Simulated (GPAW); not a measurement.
# WGe2P4 monolayer in an electric field, part 2 of 2

How does WGe2P4 monolayer screen a perpendicular field?

GPAW 26.7.0; GPAW, PAW setups; layer in a repeated cell with vacuum, relaxation of atoms and in-plane cell (the session's first sound run).

So far, dipole along the normal (e·Å): step 2 (relaxation) 0.00214; step 3 (plane waves, PBE) 9.4e-4; step 4 (field on) -0.139; step 5 (In a field) -0.0695.

## (7) Field on

Level of this step: GPAW, PAW setups; slab in vacuum (GPAW).

The input, run.py:

```python
import json
import numpy as np
from ase import Atoms
from gpaw import GPAW, PW
from gpaw.external import ConstantElectricField

slab = Atoms(
    ['P', 'Ge', 'P', 'W', 'P', 'Ge', 'P'],
    positions=[
        [-0.00000, -0.00000, 9.00000],
        [-0.00000, 2.04455, 10.10614],
        [-0.00000, 2.04455, 12.46046],
        [-0.00000, 0.00000, 13.85283],
        [-0.00000, 2.04455, 15.24520],
        [-0.00000, 2.04455, 17.59952],
        [-0.00000, 0.00000, 18.70566]],
    cell=[[3.54127, 0.0, 0.0], [-1.77064, 3.06683, 0.0], [0.0, 0.0, 27.7057]],
    pbc=[True, True, False])

slab.calc = GPAW(mode=PW(400), xc='PBE', kpts={'size': (9, 9, 1), 'gamma': True},
                 occupations={'name': 'fermi-dirac', 'width': 0.05}, nbands='200%',
                 convergence={'density': 1e-05}, maxiter=200,
                 poissonsolver={'dipolelayer': 'xy'},
                 external=ConstantElectricField(0.05, [0, 0, 1]),
                 symmetry={'tolerance': 1e-3}, txt='slab.txt')
result = {}
energy = slab.get_potential_energy()
fermi = slab.calc.get_fermi_level()
v = slab.calc.get_electrostatic_potential().mean((0, 1)) - fermi
n = slab.calc.get_pseudo_density().mean((0, 1))
L = slab.cell[2, 2]
z = np.arange(len(v)) * L / len(v)
low, high = slab.positions[:, 2].min(), slab.positions[:, 2].max()
below, above = np.interp([low - 6.8, high + 6.8], z, v)
slopes = [np.interp(x, z, np.gradient(v, z)) for x in (low - 6.8, high + 6.8)]
eps = np.array([[slab.calc.get_eigenvalues(k, s) for k in range(len(slab.calc.get_ibz_k_points()))]
                for s in range(slab.calc.get_number_of_spins())]) - fermi
top, bottom = eps[eps < 0].max(), eps[eps > 0].min()
dipole = slab.get_dipole_moment()[2]
print(f'energy {energy:.4f} eV, Fermi level {fermi:.4f} eV, dipole {dipole:.5f} e A')
print(f'potential 6.8 A off the faces, from the Fermi level: lower {below:.4f} eV, upper {above:.4f} eV')
print(f'slope of the potential there: lower {slopes[0]:.5f}, upper {slopes[1]:.5f} eV/A')
print(f'nearest levels on the mesh: {top:.4f} and {bottom:.4f} eV')
print('magnetic moment', round(slab.get_magnetic_moment(), 3))
result.update(energy=energy, fermi=fermi, dipole=dipole, below=below, above=above, slopes=slopes, edges=[top, bottom],
              z=z.tolist(), v=v.tolist(), n=n.tolist(), positions=slab.positions.tolist(),
              forces=slab.get_forces(apply_constraint=False).tolist(), moments=slab.get_magnetic_moments().tolist())
json.dump(result, open('result.json', 'w'))
```

Started as:

```
> OMP_NUM_THREADS=1 OPENBLAS_NUM_THREADS=1 python run.py
```

The log of the run:

```text
energy -42.8959 eV, Fermi level 0.4301 eV, dipole 0.03476 e A
potential 6.8 A off the faces, from the Fermi level: lower 5.3274 eV, upper 4.7483 eV
slope of the potential there: lower -0.00009, upper 0.00010 eV/A
nearest levels on the mesh: -0.3426 and 0.2948 eV
magnetic moment 0.0
```

Run time: 3.9 min. Hardware: 1 thread of Arm Neoverse V2, shared host; peak memory 0.45 GiB.

The electrostatic potential energy of an electron (without an applied field's), less the Fermi level, planar mean oscillates, so the rows of the table below give means over windows of 1.73 Å about each position, cut where the curve ends. Its maxima inside the range that stand out by 2 % of the span (Å: eV): 9.5: -9.98, 11.4: 1.78, 13.0: -7.55, 14.6: -7.63, 16.3: 1.54, 18.2: -10.4. Its minima: 9.1: -13.7, 10.1: -14.9, 12.4: -12.5, 13.9: -19.1, 15.3: -12.7, 17.6: -15.2, 18.6: -14.1.

Table of electrostatic potential energy of an electron (without an applied field's), less the Fermi level, planar mean by z; means over each step:

```tsv
z (Å)	electrostatic potential energy of an electron (without an applied field's), less the Fermi level, planar mean (eV)
0.86	5.30
2.59	5.33
4.32	5.33
6.05	5.31
7.78	2.46
9.51	-12.1
11.24	-1.72
12.97	-11.4
14.70	-11.7
16.43	-1.93
18.16	-12.5
19.89	1.73
21.62	4.73
23.35	4.75
25.08	4.75
26.81	4.77
```

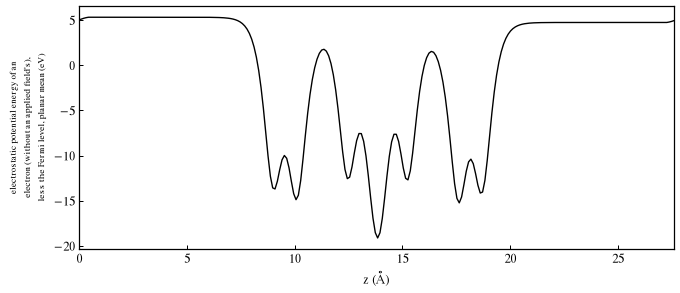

Electrostatic potential energy of an electron (without an applied field's), less the Fermi level, planar mean, plotted against z.

## (8) In a field

run.py, as its differences from that of step 7:

```diff
@@ -23,3 +23,3 @@
                  poissonsolver={'dipolelayer': 'xy'},
-                 external=ConstantElectricField(0.05, [0, 0, 1]),
+                 external=ConstantElectricField(0.1, [0, 0, 1]),
                  symmetry={'tolerance': 1e-3}, txt='slab.txt')
```

The log of the run:

```text
energy -42.8985 eV, Fermi level 0.4299 eV, dipole 0.06949 e A
potential 6.8 A off the faces, from the Fermi level: lower 5.6173 eV, upper 4.4595 eV
slope of the potential there: lower -0.00010, upper 0.00009 eV/A
nearest levels on the mesh: -0.3424 and 0.2947 eV
magnetic moment 0.0
```

Run time: 4.1 min. Hardware: 1 thread; peak memory 0.46 GiB.

The electrostatic potential energy of an electron (without an applied field's), less the Fermi level, planar mean oscillates, so the rows of the table below give means over windows of 1.73 Å about each position, cut where the curve ends. Its maxima inside the range that stand out by 2 % of the span (Å: eV): 0.8: 5.62, 9.5: -9.78, 11.4: 1.90, 13.0: -7.51, 14.6: -7.67, 16.3: 1.43, 18.2: -10.6. Its minima: 9.1: -13.5, 10.1: -14.7, 12.4: -12.5, 13.9: -19.1, 15.3: -12.8, 17.6: -15.4, 18.6: -14.4.

Table of electrostatic potential energy of an electron (without an applied field's), less the Fermi level, planar mean by z; means over each step:

```tsv
z (Å)	electrostatic potential energy of an electron (without an applied field's), less the Fermi level, planar mean (eV)
0.86	5.55
2.59	5.62
4.32	5.62
6.05	5.59
7.78	2.74
9.51	-11.9
11.24	-1.60
12.97	-11.4
14.70	-11.7
16.43	-2.05
18.16	-12.7
19.89	1.45
21.62	4.44
23.35	4.46
25.08	4.46
26.81	4.49
```

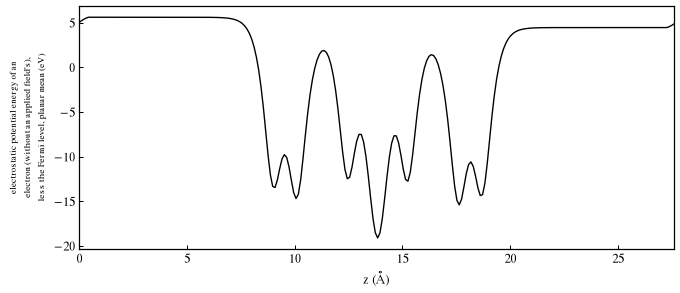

Electrostatic potential energy of an electron (without an applied field's), less the Fermi level, planar mean, plotted against z.

The dipole is now 0.0695 e Å, against 9.4e-4 in the run without a field.

## (9) In a field

run.py, as its differences from that of step 8:

```diff
@@ -23,3 +23,3 @@
                  poissonsolver={'dipolelayer': 'xy'},
-                 external=ConstantElectricField(0.1, [0, 0, 1]),
+                 external=ConstantElectricField(0.2, [0, 0, 1]),
                  symmetry={'tolerance': 1e-3}, txt='slab.txt')
```

The log of the run:

```text
energy -42.9090 eV, Fermi level 0.4291 eV, dipole 0.13903 e A
potential 6.8 A off the faces, from the Fermi level: lower 6.1985 eV, upper 3.8820 eV
slope of the potential there: lower -0.00010, upper 0.00010 eV/A
nearest levels on the mesh: -0.3417 and 0.2943 eV
magnetic moment 0.0
```

It took 4.3 min on 1 thread; peak memory 0.46 GiB.

The dipole is now 0.139 e Å, against 9.4e-4 in the run without a field.

## (10) In a field

run.py, as its differences from that of step 9:

```diff
@@ -23,3 +23,3 @@
                  poissonsolver={'dipolelayer': 'xy'},
-                 external=ConstantElectricField(0.2, [0, 0, 1]),
+                 external=ConstantElectricField(0.3, [0, 0, 1]),
                  symmetry={'tolerance': 1e-3}, txt='slab.txt')
```

The log of the run:

```text
energy -42.9263 eV, Fermi level 0.4277 eV, dipole 0.20854 e A
potential 6.8 A off the faces, from the Fermi level: lower 6.7807 eV, upper 3.3062 eV
slope of the potential there: lower -0.00010, upper 0.00010 eV/A
nearest levels on the mesh: -0.3404 and 0.2935 eV
magnetic moment 0.0
```

Run time: 4.9 min. Hardware: 1 thread; peak memory 0.46 GiB.

The dipole is now 0.209 e Å, against 9.4e-4 in the run without a field.

## (11) The series

The members are put on one axis.

This step: induced dipole against applied field (GPAW 26.7.0).

Dipole along the normal against field:

```tsv
field (V/Å)	dipole along the normal (e·Å)
-0.200	-0.139
-0.100	-0.0695
-0.050	-0.0348
0.000	9.4e-4
0.050	0.0348
0.100	0.0695
0.200	0.139
0.300	0.209
```

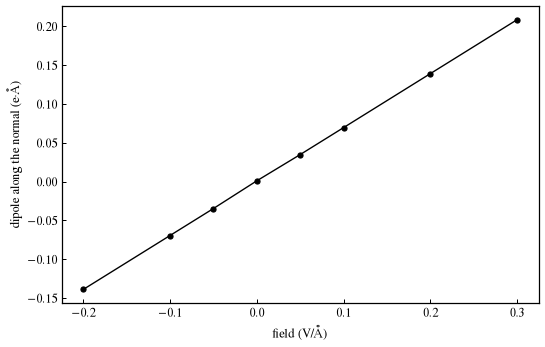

Dipole along the normal against field.

## (12) A changed run

One more run, with changed settings.

This step: GPAW, PAW setups; slab in vacuum (GPAW 26.7.0).

run.py, as its differences from that of step 10:

```diff
@@ -3,4 +3,3 @@
 from ase import Atoms
-from gpaw import GPAW, PW
-from gpaw.external import ConstantElectricField
+from gpaw import GPAW
 
@@ -19,7 +18,6 @@
 
-slab.calc = GPAW(mode=PW(400), xc='PBE', kpts={'size': (9, 9, 1), 'gamma': True},
+slab.calc = GPAW(mode='fd', h=0.4, xc='PBE', kpts={'size': (9, 9, 1), 'gamma': True},
                  occupations={'name': 'fermi-dirac', 'width': 0.05}, nbands='200%',
-                 convergence={'density': 1e-05}, maxiter=200,
+                 convergence={'density': 1e-05}, maxiter=50,
                  poissonsolver={'dipolelayer': 'xy'},
-                 external=ConstantElectricField(0.3, [0, 0, 1]),
                  symmetry={'tolerance': 1e-3}, txt='slab.txt')
```

The log of the run:

```text
energy -40.7703 eV, Fermi level -5.2182 eV, dipole -0.00085 e A
potential 6.8 A off the faces, from the Fermi level: lower 5.2112 eV, upper 5.2252 eV
slope of the potential there: lower -0.00000, upper 0.00000 eV/A
nearest levels on the mesh: -0.3854 and 0.3415 eV
magnetic moment 0.0
```

Wall time 23 s (1 thread); peak memory 0.18 GiB.

The run finished. A setting was moved off its sound value on purpose, so it serves as a test and not as the result.

The fault put into the input: a grid far too coarse (mode = "fd" and h = 0.4).

The two runs compared:

```tsv
quantity	this run	sound run	difference
upper work function (eV)	5.2252	5.0448	0.180
lower work function (eV)	5.2112	5.0308	0.180
upper ionisation energy (eV)	5.6106	5.3875	0.223
```

One result that differs is the upper ionisation energy, 5.61 eV against 5.39 eV.

## (13) Outcome

```yaml
work_function_upper_and_lower_face_fermi_level_placed_in_the_gap_by_the_smearing: 5.045 and 5.031 eV
ionisation_energy_from_the_upper_face_highest_filled_level_on_the_mesh: 5.39 eV
electron_affinity_from_the_upper_face_lowest_empty_kohn_sham_level_on_the_mesh: 4.75 eV
dipole_along_the_normal: 9.4e-4 e Å, near the numerical noise
induced_dipole_per_field: 0.695 e Å per V/Å
out_of_plane_polarisability_per_area_alpha_eps_0_a: 11.6 Å
```

The field induces 0.695 e Å per V/Å, a polarisable thickness α/(ε0 A) of 11.6 Å beside 9.71 Å between the outermost nuclei. A perfect conductor would give the distance between its two image planes; a dielectric of thickness t gives t(1 - 1/ε). The levels nearest the Fermi level on the mesh lie 0.638 eV apart, so the slab is gapped there: the smearing puts the Fermi level inside the gap, and from either face the ionisation energy is the work function plus 0.34 eV. Both are Kohn-Sham levels on the mesh, and semilocal gaps are too small, so the affinity tends to come out too large and the ionisation energy too small. The induced dipole is linear in the field over this range. With elements this heavy, spin-orbit coupling can move band edges by tenths of an eV. The small printed dipole stands for a step of -16 meV from the lower to the upper face, and the probes find 14 meV; values this small are near the numerical noise of both. The layer's cell and atoms come from the relaxation; spin-orbit coupling and temperature are left out.

[Logs are printed without paths, hosts, clocks, repeated set-up lines and the standing remarks that a program may print on its own settings, such as how far it seeks lower states.]

[Hosts, paths, dates, database ids (printed as entryN), source tags and the programs' standing remarks are cut or masked in the printed files.]
